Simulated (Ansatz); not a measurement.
BrGeHNO (SMILES [O-]/[NH+]=[Ge]/[Br]) (doublet)

```xyz
5

Br   -3.8361   -0.2379   -1.7926
Ge   -1.8326    0.9284   -2.2263
N    -1.3215    0.9167   -0.3991
O    -0.2418    1.4505   -0.0394
H    -1.8937    0.4841    0.3489
```

Geometry: PBE0-D3(BJ)/def2-SVP.

Level of theory: isolated molecule in a Gaussian basis; Kohn-Sham density functional theory, functional PBE0 in Ansatz.

**What will maps of the electron density, electron localisation function and spin density show?**

N–O (1.26 Å): ρ is about 3.1 e/Å³ halfway; the ELF peaks at about 0.85 between the atoms: localised, covalent bonding.
Ge–N (1.90 Å): the density is about 0.88 e/Å³ at the midpoint; the ELF peaks at about 0.90 in the valence shell of N, 0.6 Å from its nucleus, and is about 0.50 at the midpoint.
Ge–Br (2.36 Å): ρ is about 0.63 e/Å³ halfway; the ELF peaks at about 0.75 in the valence shell of Br, 1.0 Å from its nucleus, and is about 0.70 at the midpoint.
N–H (1.04 Å): ρ at the midpoint is about 2.9 e/Å³; the ELF climbs to about 1 towards the hydrogen, as it does in any bond to H; a covalent bond by its length.
The unpaired spin (1 electron) lies mostly on O4 (about 0.5), N3 (about 0.3) and Ge2 (about 0.1), in electrons by Hirshfeld's partition.

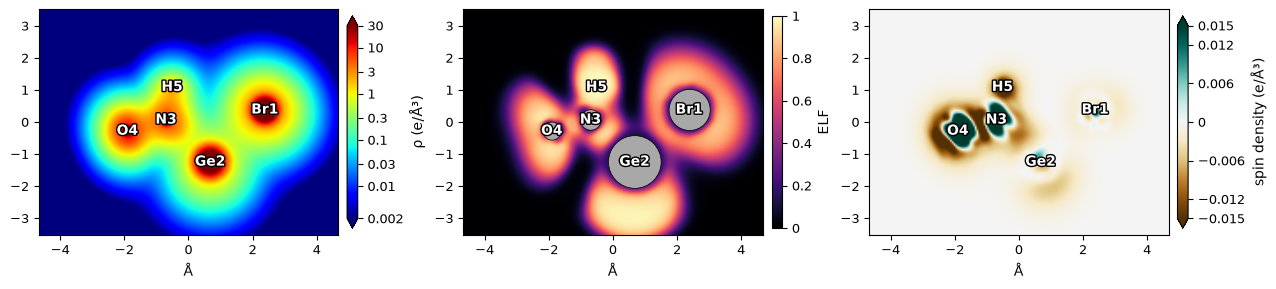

Computed electron density, electron localisation function and spin density on the molecular plane, in this order. Grey discs cover the atomic cores in the ELF map. 
